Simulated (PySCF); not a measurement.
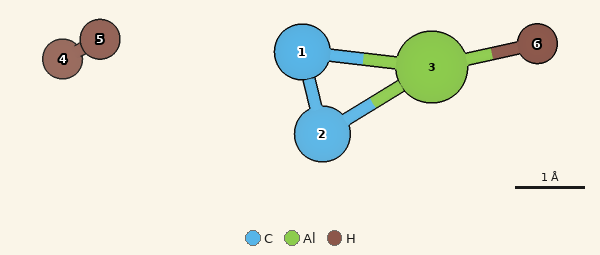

*The input geometry (ball-and-stick view, seen at a tilt; atoms are numbered from 1 in the order of the input). Sticks mark near contacts.*

# Run report: C₂H₃Al, geometry relaxation

- system: C₂H₃Al
- method: RKS PBE0-D4/def2-TZVP, density fitting (PySCF 2.14.0)

## Output
```
relax step 1: E = -8709.908879 eV, largest force component 1.1071 eV/A
relax step 2: E = -8709.939040 eV, largest force component 0.2362 eV/A
relax step 3: E = -8709.938118 eV, largest force component 0.4560 eV/A
relax step 4: E = -8709.939848 eV, largest force component 0.1874 eV/A
relax step 5: E = -8709.940822 eV, largest force component 0.0921 eV/A
relax step 6: E = -8709.941434 eV, largest force component 0.0754 eV/A
relax step 7: E = -8709.941923 eV, largest force component 0.1483 eV/A
relax step 8: E = -8709.942544 eV, largest force component 0.0933 eV/A
relax step 9: E = -8709.943491 eV, largest force component 0.0910 eV/A
relax step 10: E = -8709.944027 eV, largest force component 0.0461 eV/A
relax step 11: E = -8709.944129 eV, largest force component 0.1828 eV/A
relax step 12: E = -8709.944526 eV, largest force component 0.1027 eV/A
relax step 13: E = -8709.944376 eV, largest force component 0.1346 eV/A
relax step 14: E = -8709.944859 eV, largest force component 0.0504 eV/A
relax step 15: E = -8709.944952 eV, largest force component 0.0733 eV/A
relax step 16: E = -8709.945100 eV, largest force component 0.0277 eV/A
relax step 17: E = -8709.945273 eV, largest force component 0.0074 eV/A
```

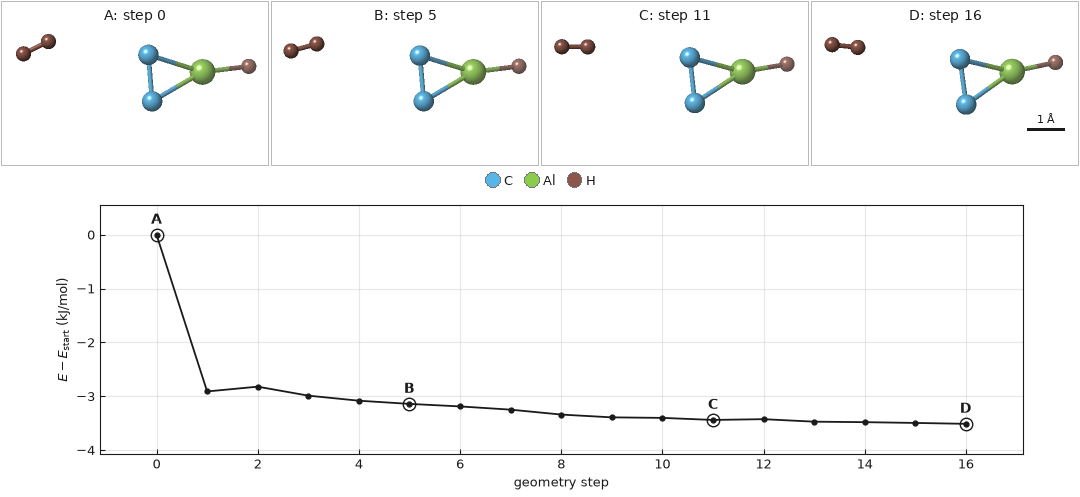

*Frames of the relaxation (ball-and-stick view, seen at a tilt) above the curves, on which the letters mark them (the first geometry is step 0 here and step 1 in the log).*

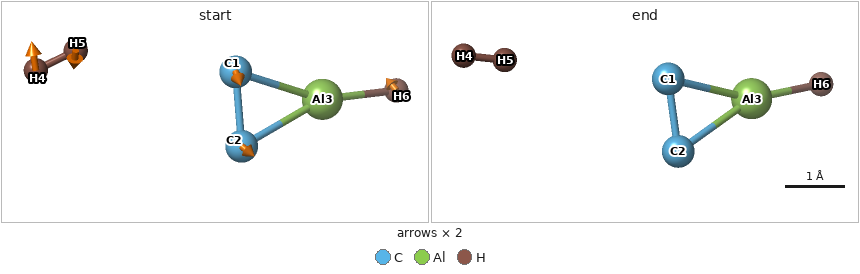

*Before (left) and after (right) the relaxation, at one scale (ball-and-stick view, seen at a tilt). The orange arrows give the displacements, magnified 2 times.*

The energy falls by 3.51 kJ/mol in 16 geometry steps. The largest force component goes from 1.1 to 0.0074 eV/Å. The largest move after the best rigid fit is that of H4, 0.26 Å. By element the largest moves are H 0.26 Å, C 0.16 Å, Al 0.02 Å. Among the contacts that change: H4–H5 0.769 → 0.747 Å, C1–C2 1.288 → 1.267 Å, C1–Al3 1.899 → 1.880 Å, C2–Al3 1.894 → 1.878 Å. (Atoms are counted from 1 in the order of the input.)

```
Total energy -8709.945273 eV, <S^2> 0.0000
```

## Trajectory as extended XYZ (Å, eV, eV/Å), 17 frames, from step=1 to step=17
```
6
Properties=species:S:1:pos:R:3:forces:R:3 step=1 energy=-8709.90888
C    -0.3533   -0.5838    0.4899    1.1071   0.9151  -0.1273
C     0.6177    0.2082    0.1937   -1.0402  -0.8364   0.5329
Al    0.3810    0.1645    2.0728   -0.0346  -0.0369  -0.1887
H    -1.7564   -0.7339   -2.8905    0.0789  -0.3245   0.6594
H    -1.6573   -1.0486   -2.1961   -0.0844   0.3264  -0.6690
H     0.5953    0.4768    3.6077   -0.0269  -0.0438  -0.2071
6
Properties=species:S:1:pos:R:3:forces:R:3 step=2 energy=-8709.93904
C    -0.3299   -0.5753    0.5180    0.1116   0.0970   0.0387
C     0.6266    0.2064    0.2292   -0.0894  -0.0694   0.0960
Al    0.3876    0.1686    2.0953   -0.0321  -0.0503  -0.2362
H    -1.8004   -0.7781   -2.9318   -0.0150  -0.0128  -0.0170
H    -1.6562   -1.0164   -2.2395    0.0136   0.0152   0.0151
H     0.5991    0.4773    3.6079    0.0111   0.0201   0.1036
6
Properties=species:S:1:pos:R:3:forces:R:3 step=3 energy=-8709.93812
C    -0.3238   -0.5753    0.5277   -0.0551  -0.0442   0.0154
C     0.6307    0.2038    0.2381    0.0575   0.0447  -0.0165
Al    0.3917    0.1691    2.0993    0.0048   0.0052   0.0369
H    -1.8365   -0.8152   -2.9601    0.1164  -0.1205   0.4560
H    -1.6395   -0.9820   -2.2443   -0.1164   0.1226  -0.4546
H     0.6031    0.4816    3.6213   -0.0074  -0.0079  -0.0371
6
Properties=species:S:1:pos:R:3:forces:R:3 step=4 energy=-8709.93985
C    -0.3312   -0.5736    0.5262   -0.0753  -0.0623  -0.0154
C     0.6430    0.1836    0.2448    0.0680   0.0469  -0.0537
Al    0.3856    0.1548    2.1014    0.0255   0.0383   0.1874
H    -1.8073   -0.7707   -2.9583   -0.0343   0.0167  -0.1091
H    -1.6560   -0.9788   -2.2606    0.0342  -0.0143   0.1094
H     0.5906    0.4660    3.6308   -0.0182  -0.0254  -0.1183
6
Properties=species:S:1:pos:R:3:forces:R:3 step=5 energy=-8709.94082
C    -0.3398   -0.5730    0.5261    0.0921   0.0694  -0.0192
C     0.6526    0.1654    0.2460   -0.0883  -0.0675   0.0303
Al    0.3823    0.1534    2.1040   -0.0067  -0.0130  -0.0617
H    -1.8018   -0.7701   -2.9585   -0.0099  -0.0166   0.0052
H    -1.6521   -0.9632   -2.2526    0.0097   0.0189  -0.0051
H     0.5834    0.4683    3.6206    0.0031   0.0089   0.0507
6
Properties=species:S:1:pos:R:3:forces:R:3 step=6 energy=-8709.94143
C    -0.3278   -0.5792    0.5210   -0.0354  -0.0269   0.0145
C     0.6430    0.1865    0.2487    0.0396   0.0287  -0.0126
Al    0.3784    0.1462    2.1061   -0.0031  -0.0065  -0.0216
H    -1.8111   -0.7717   -2.9601    0.0092  -0.0336   0.0754
H    -1.6333   -0.9505   -2.2548   -0.0095   0.0357  -0.0749
H     0.5748    0.4479    3.6283   -0.0009   0.0026   0.0194
6
Properties=species:S:1:pos:R:3:forces:R:3 step=7 energy=-8709.94192
C    -0.3286   -0.5834    0.5179   -0.0248  -0.0192  -0.0043
C     0.6530    0.1722    0.2553    0.0253   0.0158  -0.0192
Al    0.3705    0.1318    2.1095    0.0071   0.0097   0.0599
H    -1.8142   -0.7622   -2.9678    0.0331  -0.0438   0.1483
H    -1.6144   -0.9110   -2.2590   -0.0334   0.0455  -0.1472
H     0.5561    0.4297    3.6380   -0.0074  -0.0082  -0.0374
6
Properties=species:S:1:pos:R:3:forces:R:3 step=8 energy=-8709.94254
C    -0.3285   -0.5874    0.5125   -0.0085  -0.0065  -0.0084
C     0.6639    0.1581    0.2602    0.0088   0.0031  -0.0135
Al    0.3625    0.1186    2.1117    0.0090   0.0121   0.0673
H    -1.8130   -0.7465   -2.9681    0.0200  -0.0294   0.0933
H    -1.6007   -0.8810   -2.2618   -0.0205   0.0309  -0.0923
H     0.5372    0.4134    3.6427   -0.0089  -0.0102  -0.0464
6
Properties=species:S:1:pos:R:3:forces:R:3 step=9 energy=-8709.94349
C    -0.3240   -0.5942    0.5013    0.0288   0.0221  -0.0052
C     0.6870    0.1329    0.2667   -0.0267  -0.0212   0.0110
Al    0.3504    0.0995    2.1137    0.0029  -0.0001  -0.0080
H    -1.8188   -0.7308   -2.9640    0.0248  -0.0215   0.0910
H    -1.5770   -0.8267   -2.2610   -0.0258   0.0224  -0.0900
H     0.5028    0.3922    3.6440   -0.0040  -0.0017   0.0013
6
Properties=species:S:1:pos:R:3:forces:R:3 step=10 energy=-8709.94403
C    -0.3155   -0.5981    0.4909    0.0309   0.0230  -0.0030
C     0.7081    0.1152    0.2692   -0.0273  -0.0202   0.0196
Al    0.3448    0.0894    2.1120   -0.0036  -0.0077  -0.0461
H    -1.8240   -0.7222   -2.9556   -0.0212  -0.0029  -0.0420
H    -1.5688   -0.7929   -2.2585    0.0199   0.0033   0.0427
H     0.4757    0.3814    3.6423    0.0012   0.0046   0.0287
6
Properties=species:S:1:pos:R:3:forces:R:3 step=11 energy=-8709.94413
C    -0.2932   -0.6068    0.4744   -0.0320  -0.0189   0.0199
C     0.7341    0.1057    0.2745    0.0400   0.0273   0.0123
Al    0.3371    0.0758    2.1103   -0.0093  -0.0124  -0.0581
H    -1.8485   -0.7235   -2.9454    0.0773  -0.0076   0.1828
H    -1.5458   -0.7407   -2.2564   -0.0790   0.0070  -0.1816
H     0.4362    0.3625    3.6442    0.0029   0.0048   0.0247
6
Properties=species:S:1:pos:R:3:forces:R:3 step=12 energy=-8709.94453
C    -0.3026   -0.6027    0.4767    0.1027   0.0717  -0.0111
C     0.7380    0.0946    0.2773   -0.0970  -0.0667   0.0279
Al    0.3355    0.0746    2.1117   -0.0020  -0.0016  -0.0110
H    -1.8328   -0.7130   -2.9524   -0.0023  -0.0042   0.0059
H    -1.5573   -0.7447   -2.2586    0.0009   0.0039  -0.0050
H     0.4394    0.3656    3.6469   -0.0023  -0.0028  -0.0068
6
Properties=species:S:1:pos:R:3:forces:R:3 step=13 energy=-8709.94438
C    -0.2829   -0.6071    0.4689   -0.1258  -0.0883   0.0369
C     0.7262    0.1295    0.2746    0.1346   0.0949  -0.0293
Al    0.3369    0.0744    2.1091   -0.0042  -0.0050  -0.0126
H    -1.8438   -0.7150   -2.9420   -0.0311  -0.0008  -0.0645
H    -1.5550   -0.7549   -2.2564    0.0295   0.0006   0.0654
H     0.4393    0.3510    3.6463   -0.0029  -0.0011   0.0042
6
Properties=species:S:1:pos:R:3:forces:R:3 step=14 energy=-8709.94486
C    -0.2746   -0.6084    0.4620   -0.0431  -0.0258   0.0216
C     0.7502    0.1122    0.2799    0.0504   0.0331  -0.0067
Al    0.3318    0.0686    2.1093   -0.0019  -0.0036  -0.0121
H    -1.8534   -0.7138   -2.9406    0.0109  -0.0030   0.0313
H    -1.5495   -0.7271   -2.2573   -0.0124   0.0023  -0.0301
H     0.4165    0.3488    3.6474   -0.0039  -0.0027  -0.0039
6
Properties=species:S:1:pos:R:3:forces:R:3 step=15 energy=-8709.94495
C    -0.2674   -0.6068    0.4565    0.0686   0.0482  -0.0145
C     0.7768    0.0909    0.2826   -0.0669  -0.0462   0.0182
Al    0.3301    0.0670    2.1068    0.0019   0.0014   0.0018
H    -1.8638   -0.7147   -2.9355    0.0310   0.0007   0.0733
H    -1.5519   -0.7047   -2.2543   -0.0324  -0.0018  -0.0718
H     0.3975    0.3543    3.6447   -0.0021  -0.0020  -0.0070
6
Properties=species:S:1:pos:R:3:forces:R:3 step=16 energy=-8709.94510
C    -0.2600   -0.6076    0.4520    0.0277   0.0226  -0.0001
C     0.7765    0.1012    0.2824   -0.0240  -0.0182   0.0082
Al    0.3294    0.0663    2.1058    0.0012  -0.0008  -0.0042
H    -1.8671   -0.7115   -2.9309    0.0094  -0.0006   0.0253
H    -1.5515   -0.7072   -2.2530   -0.0110  -0.0004  -0.0239
H     0.3941    0.3489    3.6446   -0.0035  -0.0023  -0.0053
6
Properties=species:S:1:pos:R:3:forces:R:3 step=17 energy=-8709.94527
C    -0.2404   -0.6074    0.4413    0.0056   0.0074   0.0015
C     0.7936    0.1068    0.2821   -0.0020  -0.0034   0.0029
Al    0.3298    0.0676    2.1012    0.0009  -0.0008  -0.0028
H    -1.8850   -0.7136   -2.9172    0.0008   0.0000   0.0049
H    -1.5554   -0.7019   -2.2467   -0.0024  -0.0012  -0.0034
H     0.3784    0.3485    3.6406   -0.0030  -0.0017  -0.0030
```

This output came from the following input.

## Input file
```python
import json, numpy as np
from pyscf import gto, scf, dft, mp, cc
EV, BOHR = 27.211386245988, 0.529177210903
mol = gto.M(atom="""
C -0.353251 -0.583829 0.489860
C 0.617706 0.208244 0.193693
Al 0.381014 0.164473 2.072803
H -1.756388 -0.733925 -2.890486
H -1.657289 -1.048640 -2.196103
H 0.595329 0.476751 3.607678
""", basis="def2-tzvp", charge=0, spin=0, max_memory=4335, verbose=0)
def mean_field(mol, dm=None):
    mf = dft.RKS(mol, xc="pbe0").density_fit()
    mf.conv_tol = 1e-9; mf.grids.level = 4
    mf.kernel(dm0=dm)
    if not mf.converged: mf = mf.newton().run(mf.mo_coeff, mf.mo_occ)
    assert mf.converged
    return mf
def d4(mol):
    from pyscf.dispersion.dftd4 import DFTD4Dispersion
    real = gto.M(atom=[(mol.atom_pure_symbol(i), mol.atom_coord(i)) for i in range(6)], unit='B', charge=mol.charge, spin=None, basis='def2-svp', verbose=0)
    r = DFTD4Dispersion(real, xc="pbe0", atm=True).get_dispersion(grad=True); return r["energy"], r["gradient"]
def energy_and_gradient(mol, dm=None):
    mf = mean_field(mol, dm); e, g = d4(mol)
    return mf, (mf.e_tot + e) * EV, (mf.nuc_grad_method().kernel()[:6] + g) * EV / BOHR
out = {}
# rational-function steps on a BFGS-updated Hessian; the first Hessian (eV/A^2) comes from GFN2-xTB
H = np.load("h0.npy"); x = mol.atom_coords(unit="A").ravel(); dm = old = None; trust = 0.2; steps = []
for it in range(90):
    mol.set_geom_(x.reshape(-1, 3), unit="A"); mf, e, g = energy_and_gradient(mol, dm); g = g.ravel(); dm = mf.make_rdm1()
    print(f"relax step {it + 1}: E = {e:.6f} eV, largest force component {abs(g).max():.4f} eV/A", flush=True); steps.append([e, x.reshape(-1, 3).tolist(), (-g).reshape(-1, 3).tolist()])
    if abs(g).max() < 0.008: out['converged'] = True; break
    if old is not None:
        s, z = x - old[0], g - old[1]
        if s @ z > 1e-8: H = H + np.outer(z, z) / (s @ z) - np.outer(H @ s, H @ s) / (s @ H @ s)
        trust = max(0.03, trust / 2) if e > old[2] + 1e-4 else min(0.35, trust * 1.3)
    w, V = np.linalg.eigh(H); w = np.maximum(abs(w), 0.08); f = V.T @ g; M = np.diag(np.append(w, 0.0)); M[-1, :-1] = M[:-1, -1] = f
    dx = V @ (-f / (w - np.linalg.eigvalsh(M)[0])); big = np.linalg.norm(dx.reshape(-1, 3), axis=1).max(); dx *= min(1, trust / big)
    old = (x, g, e); x = x + dx
out.update(energy=e, forces=steps[-1][2], positions=steps[-1][1], steps=steps)
out['s2'] = mf.spin_square()[0]; out['nelec'] = mol.nelec
print(f"Total energy {out['energy']:.6f} eV, <S^2> {out['s2']:.4f}")
json.dump(out, open("out.json", "w"), default=float)
```

Run as:
```bash
OMP_NUM_THREADS=2 python run.py
```

## Key numbers

```json
{"quantity": "outcome", "value": "converged"}
{"quantity": "total energy", "value": "−8709.9453 eV"}
{"quantity": "largest force (length of the vector) at the end", "value": "0.009 eV/Å"}
{"quantity": "hardware", "value": "2 threads of Arm Neoverse V1, 23 GiB of memory available, shared host"}
{"quantity": "wall time", "value": "2 min (CPU time 3.8 min)"}
{"quantity": "peak memory", "value": "1.1 GiB"}
```
